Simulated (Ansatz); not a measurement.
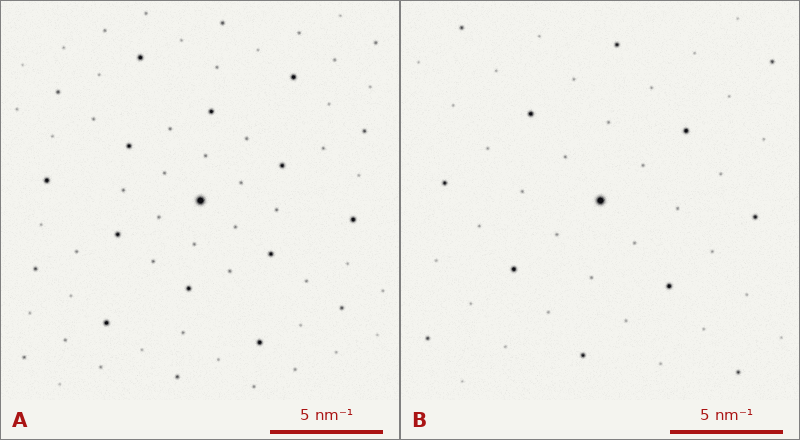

Kinematic electron diffraction patterns (200 kV, B = 0.5 Å², same scale, each along a low-index zone) of two structures of composition CaOs3, each relaxed at zero pressure with DFT PBE, scalar-relativistic, plane waves, PAW in Ansatz 0.2.0.

The structures (standard cells):
1. Pm-3m (No. 221), a = 4.024 Å, 4 atoms; generated start, possibly hypothetical
2. P6_3/mmc (No. 194), a = 5.756 Å, c = 4.579 Å (hexagonal axes), 8 atoms; generated start, possibly hypothetical

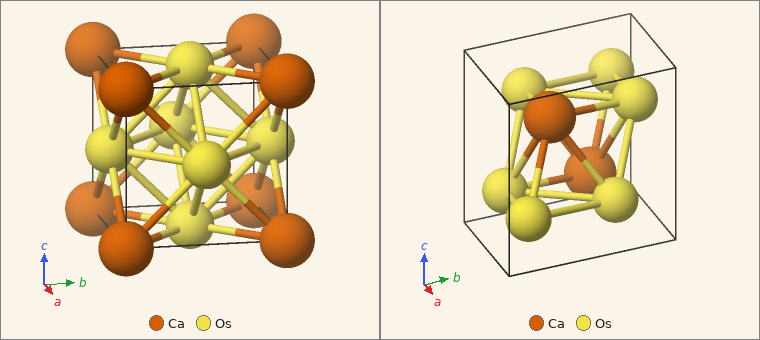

Drawings of the structures 1 to 2, from left to right (each may span several cells).

Question: Which pattern belongs to which structure, and along which zone?

Answer: A is structure 2 along [001]: hexagonal net of 1 -1 0 at d = 4.98 Å and 1 0 0 at d = 4.98 Å, 60.0° apart (some points of this net are extinct or too weak to see). B is structure 1 along [001] or an equivalent direction: square net of 1 0 0 at d = 4.02 Å and 0 1 0 at d = 4.02 Å, 90.0° apart.

Question: Rank the structures by their computed energy.

Answer: Structure 2 (P6_3/mmc, 16.43 Å³ an atom) is the lowest of these; structure 1 (Pm-3m, 16.29 Å³ an atom) lies about 25 meV an atom higher. These are static energies at 0 K; other structures, not shown, may lie lower still.
